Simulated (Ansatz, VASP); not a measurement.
# Ag12CO (Ag(111)) in two plane-wave programs

Aim: how closely do two programs agree when they are given the same cell, functional and k mesh? The structure shown is the end of the VASP relaxation below.

Method: plane waves, with VASP 6.6.1 beside it; single point at PBE, in Ansatz 0.2.0.

## Step 1: Set-up

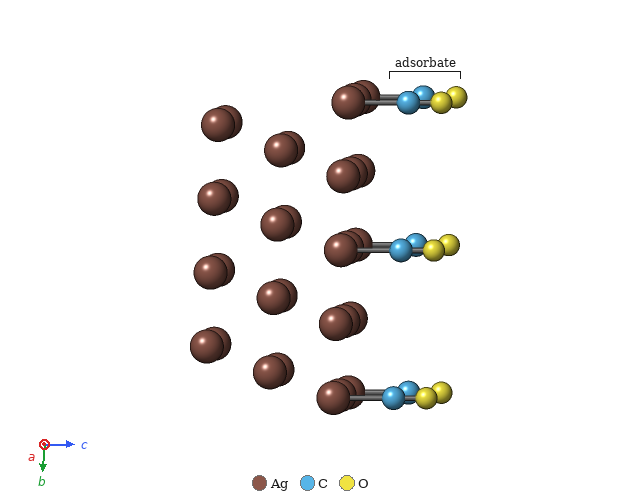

Start, viewed from the side, with the c axis across the page; silver brown, carbon blue, oxygen yellow. 1×2×1 cells are drawn. Some periodic images of atoms are drawn too.

The cell holds 14 atoms: 12 Ag, 1 C and 1 O. Its edges and angles: a = 5.862 Å, b = 5.862 Å, c = 19.787 Å, α = 90.0°, β = 90.0°, γ = 60.0°. It derives from Ag. As first built, before any earlier steps moved the atoms: CO over the ontop site of Ag(111). Vacuum lies along c.

## Step 2: VASP: relaxation, PBE

This run makes the geometry at which the two programs are then compared.

Lines of VASP's logs that name or quote its potential files are left out, and so is its time.

File INCAR:

```
SYSTEM = Ag12CO
PREC = Normal
ENCUT = 440
EDIFF = 1E-05
NELM = 120
ISMEAR = 1
SIGMA = 0.15
LREAL = Auto
ALGO = Fast
GGA = PE
NBANDS = 88
LASPH = .TRUE.
LORBIT = 11
LWAVE = .FALSE.
LCHARG = .FALSE.
KPAR = 4
IBRION = 1
NSW = 50
ISIF = 2
EDIFFG = -0.03
POTIM = 0.3
MAXMIX = 40
IDIPOL = 3
LDIPOL = .TRUE.
DIPOL = 0.5 0.5 0.534
```

File POSCAR:

```
Ag12CO
1.0
    5.8624623538      0.0000000000      0.0000000000
    2.9312311769      5.0770413271      0.0000000000
    0.0000000000      0.0000000000     19.7866804677
Ag C O
12 1 1
Selective dynamics
Direct
    0.1666666700      0.1666666700      0.3790428600  F F F
    0.6666666700      0.1666666700      0.3790428600  F F F
    0.1666666700      0.6666666700      0.3790428600  F F F
    0.6666666700      0.6666666700      0.3790428600  F F F
    0.8340208108      0.3319583684      0.4977366822  T T T
    0.3333333300      0.3333333300      0.4968958536  T T T
    0.8340208108      0.8340208108      0.4977366822  T T T
    0.3319583684      0.8340208108      0.4977366822  T T T
    0.0000000000      0.0000000000      0.6168833502  T T T
    0.4994247127      0.0011505747      0.6147212604  T T T
    0.0011505747      0.4994247127      0.6147212604  T T T
    0.4994247127      0.4994247127      0.6147212604  T T T
    0.0000000000      0.0000000000      0.7238623545  T T T
    0.0000000000      0.0000000000      0.7820846303  T T T
```

File KPOINTS:

```
Automatic mesh
0
Gamma
6 6 1
0 0 0
```

The projector-augmented-wave data sets are Ag, C and O (PBE family, release 64).

Launch:

```
$ mpirun -np 4 vasp_std
```

Numbers of over 12 decimals in the logs are rounded to 6 here.

The program printed:

```text
[banner, memory and clock lines left out]
running    4 mpi-ranks, on    1 nodes
 distrk:  each k-point on    1 cores,    4 groups
 distr:  one band on    1 cores,    1 groups

 POSCAR found type information on POSCAR AgC O
 POSCAR found :  3 types and      14 ions
 LDA part: xc-table for (Slater+PW92), standard interpolation
 POSCAR, INCAR and KPOINTS ok, starting setup
 FFT: planning ... GRIDC
 FFT: planning ... GRID_SOFT
 FFT: planning ... GRID
 WAVECAR not read
 entering main loop
       N       E                     dE             d eps       ncg     rms          rms(c)
DAV:   1     0.844539325640E+03    0.84454E+03   -0.60068E+04  1248   0.122E+03
DAV:   2    -0.320781757574E+01   -0.84775E+03   -0.80637E+03  1368   0.285E+02
DAV:   3    -0.473023854314E+02   -0.44095E+02   -0.43025E+02  1448   0.603E+01
DAV:   4    -0.482269758630E+02   -0.92459E+00   -0.90574E+00  1312   0.889E+00
DAV:   5    -0.482490267494E+02   -0.22051E-01   -0.22034E-01  1424   0.138E+00    0.172E+01
RMM:   6    -0.451830349225E+02    0.30660E+01   -0.12173E+01  1232   0.130E+01    0.117E+01
RMM:   7    -0.450567865393E+02    0.12625E+00   -0.12231E+00  1232   0.313E+00    0.702E+00
RMM:   8    -0.458529587248E+02   -0.79617E+00   -0.14539E+00  1236   0.308E+00    0.427E+00
RMM:   9    -0.447057374682E+02    0.11472E+01   -0.48208E-01  1236   0.193E+00    0.792E-01
RMM:  10    -0.447008070188E+02    0.49304E-02   -0.38706E-02  1236   0.591E-01    0.213E-01
RMM:  11    -0.447005017027E+02    0.30532E-03   -0.34807E-03  1244   0.194E-01    0.118E-01
RMM:  12    -0.447001649403E+02    0.33676E-03   -0.14241E-03  1237   0.110E-01    0.455E-02
RMM:  13    -0.447001597896E+02    0.51507E-05   -0.37820E-04  1246   0.588E-02    0.244E-02
RMM:  14    -0.447002375504E+02   -0.77761E-04   -0.16602E-04  1138   0.304E-02    0.151E-02
RMM:  15    -0.447003690344E+02   -0.13148E-03   -0.60818E-05   901   0.171E-02    0.695E-03
RMM:  16    -0.447004345385E+02   -0.65504E-04   -0.20009E-05   807   0.948E-03    0.317E-03
RMM:  17    -0.447004635900E+02   -0.29052E-04   -0.68540E-06   712   0.555E-03    0.195E-03
RMM:  18    -0.447004803970E+02   -0.16807E-04   -0.31677E-06   512   0.378E-03    0.177E-03
RMM:  19    -0.447005034272E+02   -0.23030E-04   -0.13336E-06   445   0.304E-03    0.129E-03
RMM:  20    -0.447005236823E+02   -0.20255E-04   -0.56178E-07   314   0.240E-03    0.107E-03
RMM:  21    -0.447005345235E+02   -0.10841E-04   -0.24390E-07   285   0.228E-03    0.986E-04
RMM:  22    -0.447005394851E+02   -0.49617E-05   -0.12294E-07   236   0.216E-03
   1 F= -.44700539E+02 E0= -.44698090E+02  d E =-.447005E+02
[...]
2 F= -.44700064E+02 E0= -.44697580E+02  d E =0.475462E-03
[...]
3 F= -.44700922E+02 E0= -.44698438E+02  d E =-.857831E-03
[...]
4 F= -.44701125E+02 E0= -.44698620E+02  d E =-.203124E-03
 BRION: g(F)=  0.896E-04 g(S)=  0.000E+00 retain N=  2 mean eig= 1.13
 eig:   0.177  2.092
 bond charge predicted
       N       E                     dE             d eps       ncg     rms          rms(c)
DAV:   1    -0.447013034589E+02   -0.18232E-03   -0.76354E-02  1240   0.831E-01    0.230E-02
RMM:   2    -0.447013382121E+02   -0.34753E-04   -0.41671E-04  1235   0.984E-02    0.941E-03
RMM:   3    -0.447013376376E+02    0.57451E-06   -0.59566E-05  1008   0.356E-02
   5 F= -.44701338E+02 E0= -.44698808E+02  d E =-.212659E-03
 BRION: g(F)=  0.326E-04 g(S)=  0.000E+00 retain N=  1 mean eig= 4.09
 eig:   4.085
 reached required accuracy - stopping structural energy minimisation
```

Parts of OUTCAR (step 2):

```text
ion  position               nearest neighbor table
   1  0.167  0.167  0.379-   6 2.88   8 2.89   5 2.89   3 2.93   3 2.93   4 2.93   4 2.93   2 2.93
                             2 2.93
   2  0.667  0.167  0.379-   6 2.88   5 2.89   7 2.89   4 2.93   3 2.93   4 2.93   3 2.93   1 2.93
                             1 2.93
   3  0.167  0.667  0.379-   6 2.88   8 2.89   7 2.89   1 2.93   1 2.93   2 2.93   2 2.93   4 2.93
                             4 2.93
   4  0.667  0.667  0.379-   7 2.90   5 2.90   8 2.90   2 2.93   1 2.93   2 2.93   1 2.93   3 2.93
                             3 2.93
   5  0.834  0.332  0.498-  12 2.87  11 2.87   2 2.89   1 2.89   9 2.90   4 2.90   8 2.92   7 2.92
                             6 2.93   6 2.93   8 2.94   7 2.94
   6  0.333  0.333  0.497-  10 2.88  11 2.88  12 2.88   1 2.88   3 2.88   2 2.88   8 2.93   7 2.93
                             7 2.93   8 2.93   5 2.93   5 2.93
   7  0.834  0.834  0.498-  11 2.87  10 2.87   2 2.89   3 2.89   9 2.90   4 2.90   5 2.92   8 2.92
                             6 2.93   6 2.93   5 2.94   8 2.94
   8  0.332  0.834  0.498-  12 2.87  10 2.87   3 2.89   1 2.89   9 2.90   4 2.90   5 2.92   7 2.92
                             6 2.93   6 2.93   5 2.94   7 2.94
   9  0.000  0.000  0.617-  13 2.12   5 2.90   8 2.90   7 2.90  11 2.93  10 2.93  12 2.93  12 2.93
                            11 2.93  10 2.93
  10  0.499  0.001  0.615-   7 2.87   8 2.87   6 2.88  11 2.92  12 2.92   9 2.93   9 2.93  11 2.94
                            12 2.94
  11  0.001  0.499  0.615-   7 2.87   5 2.87   6 2.88  10 2.92  12 2.92   9 2.93   9 2.93  10 2.94
                            12 2.94
  12  0.499  0.499  0.615-   8 2.87   5 2.87   6 2.88  10 2.92  11 2.92   9 2.93   9 2.93  10 2.94
                            11 2.94
  13  0.000  0.000  0.724-  14 1.15   9 2.12
  14  0.000  0.000  0.782-  13 1.15

  LATTYP: Found a hexagonal cell.
 ALAT       =     5.8624623538
 C/A-ratio  =     3.3751484058

 Subroutine GETGRP returns: Found  6 space group operations
 (whereof  6 operations were pure point group operations)

The static configuration has the point symmetry C_3v.

 Found      7 irreducible k-points:

   k-points           NKPTS =      7   k-points in BZ     NKDIM =      7   number of bands    NBANDS=     88

   dimension x,y,z NGX =    30 NGY =   30 NGZ =  108
   dimension x,y,z NGXF=    60 NGYF=   60 NGZF=  216

   ENCUT  =  440.0 eV  32.34 Ry    5.69 a.u.  10.03 10.03 33.84*2*pi/ulx,y,z

   NELECT =     142.0000    total number of electrons

 k-points in reciprocal lattice and weights: Automatic mesh
   0.00000000  0.00000000  0.00000000       0.028
   0.16666667  0.00000000  0.00000000       0.167
   0.33333333  0.00000000  0.00000000       0.167
   0.50000000  0.00000000  0.00000000       0.083
   0.33333333  0.16666667  0.00000000       0.167
   0.50000000  0.16666667  0.00000000       0.333
  -0.33333333  0.33333333  0.00000000       0.056

 dipolmoment           0.000000      0.000000     -0.019005 electrons x Angstroem

 average (electrostatic) potential at core
       1 -78.4873       2 -78.4873       3 -78.4873       4 -78.5289       5 -78.6759
       6 -78.7165       7 -78.6759       8 -78.6759       9 -79.2343      10 -78.4993
      11 -78.4993      12 -78.4993      13 -57.6484      14 -78.8427

 E-fermi :   0.3935

 k-point     1 :       0.0000    0.0000    0.0000
  band No.  band energies     occupation
    ...
     64      -2.3343      2.00000
     65      -2.3207      2.00000
     66      -2.3207      2.00000
     67      -2.2959      2.00000
     68      -0.3502      2.00000
     69       0.5087      0.03703
     70       0.5087      0.03685
     71       0.7358     -0.00579
     72       1.2505     -0.00000
     73       1.2506     -0.00000
    ...

 k-point     2 :       0.1667    0.0000    0.0000
  band No.  band energies     occupation
    ...
     67      -2.2879      2.00000
     68      -0.7875      2.00000
     69      -0.2223      2.00000
     70       0.3180      1.74348
     71       0.4001      0.92518
     72       0.4890      0.12789
     73       1.1587     -0.00000
     74       1.3491     -0.00000
     75       1.7917     -0.00000
     76       2.1962     -0.00000
    ...

 k-point     3 :       0.3333    0.0000    0.0000
  band No.  band energies     occupation
    ...
     68      -2.0375      2.00000
     69      -0.8505      2.00000
     70       0.1441      2.04040
     71       0.1447      2.04081
     72       0.3335      1.62006
     73       1.1364     -0.00000
     74       1.5066     -0.00000
     75       1.5660     -0.00000
     76       2.4641     -0.00000
     77       2.5768     -0.00000
    ...

  Total       -0.5665547     -0.5665547      0.3785693      0.0000000      0.0000000      0.0000000
  in kB       -1.5413054     -1.5413054      1.0298935      0.0000000      0.0000000      0.0000000
  external PRESSURE =      -0.6842391 kB  Pullay stress =       0.0000000 kB

  energy-cutoff  :      440.00
  volume of cell :      588.93
      direct lattice vectors                 reciprocal lattice vectors
     5.862462354  0.000000000  0.000000000     0.170576788 -0.098482555  0.000000000
     2.931231177  5.077041327  0.000000000     0.000000000  0.196965109  0.000000000
     0.000000000  0.000000000 19.786680468     0.000000000  0.000000000  0.050539048

 POSITION                                       TOTAL-FORCE (eV/Angst)
 -----------------------------------------------------------------------------------
      1.46562      0.84617      7.50000        -0.024949     -0.014404     -0.056437
      4.39685      0.84617      7.50000         0.024949     -0.014404     -0.056437
      2.93123      3.38469      7.50000         0.000000      0.028809     -0.056437
      5.86246      3.38469      7.50000         0.000000     -0.000000      0.088785
      5.86246      1.68223      9.84768         0.000000     -0.008933      0.003957
      2.93123      1.69235      9.83213         0.000000     -0.000000      0.006725
      7.33684      4.23593      9.84768         0.007737      0.004467      0.003957
      4.38809      4.23593      9.84768        -0.007737      0.004467      0.003957
     -0.00000      0.00000     12.21265         0.000000     -0.000000      0.007975
      2.93123      0.00475     12.16472         0.000000     -0.004131      0.007246
      1.46973      2.53614     12.16472        -0.003577      0.002065      0.007246
      4.39273      2.53614     12.16472         0.003577      0.002065      0.007246
     -0.00000      0.00000     14.32372         0.000000     -0.000000      0.014937
     -0.00000      0.00000     15.47647        -0.000000     -0.000000      0.017280
 -----------------------------------------------------------------------------------
    total drift:                               -0.000177     -0.000102      0.003426

  FREE ENERGIE OF THE ION-ELECTRON SYSTEM (eV)
  ---------------------------------------------------
  free  energy   TOTEN  =       -44.7013376376 eV

  energy  without entropy=      -44.6937495147  energy(sigma->0) =      -44.69880826

 reached required accuracy - stopping structural energy minimisation

 vacuum level on the upper side and lower side of the slab         4.564         4.634

 total charge
# of ion       s       p       d       tot
------------------------------------------
    1        0.419   0.209   9.178   9.807
    2        0.419   0.209   9.178   9.807
    3        0.419   0.209   9.178   9.807
    4        0.411   0.213   9.175   9.799
    5        0.405   0.281   9.170   9.856
    6        0.400   0.282   9.171   9.853
    7        0.405   0.281   9.170   9.856
    8        0.405   0.281   9.170   9.856
    9        0.401   0.369   9.101   9.871
   10        0.423   0.211   9.186   9.821
   11        0.423   0.211   9.186   9.821
   12        0.423   0.211   9.186   9.821
   13        0.994   1.491   0.000   2.484
   14        1.634   3.530   0.000   5.164
--------------------------------------------------
tot          7.583   7.988 110.053 125.623

[... 3 further parts left out ...]
```

CONTCAR:

```
Ag12CO
   1.00000000000000
     5.8624623537999998    0.0000000000000000    0.0000000000000000
     2.9312311768999999    5.0770413270999999    0.0000000000000000
     0.0000000000000000    0.0000000000000000   19.7866804676999983
  Ag              C               O
    12     1     1
Selective dynamics
Direct
     0.1666666699999979    0.1666666699999979    0.3790428599999984   F   F   F
     0.6666666699999979    0.1666666699999979    0.3790428599999984   F   F   F
     0.1666666699999979    0.6666666699999979    0.3790428599999984   F   F   F
     0.6666666699999979    0.6666666699999979    0.3790428599999984   F   F   F
     0.8343295947324013    0.3313408005351969    0.4976922245156090   T   T   T
     0.3333333300000021    0.3333333300000021    0.4969064158258971   T   T   T
     0.8343295947324013    0.8343295947324013    0.4976922245156090   T   T   T
     0.3313408005351969    0.8343295947324013    0.4976922245156090   T   T   T
    -0.0000000000000000    0.0000000000000000    0.6172159319394933   T   T   T
     0.4995318069760473    0.0009363861479000    0.6147931244759228   T   T   T
     0.0009363861479000    0.4995318069760473    0.6147931244759228   T   T   T
     0.4995318069760473    0.4995318069760473    0.6147931244759228   T   T   T
    -0.0000000000000000    0.0000000000000000    0.7239070045821918   T   T   T
    -0.0000000000000000    0.0000000000000000    0.7821661729573516   T   T   T
```

(Part 1 of 2 ends here.)

[Lines on the potential files, build, host, timing and source positions are cut from VASP's logs without a mark.]

[Logs are printed without paths, hosts, clocks, repeated set-up lines and the standing remarks that a program may print on its own settings, such as how far it seeks lower states.]

[Hosts, paths, dates, database ids (printed as entryN), source tags and the programs' standing remarks are cut or masked in the printed files.]
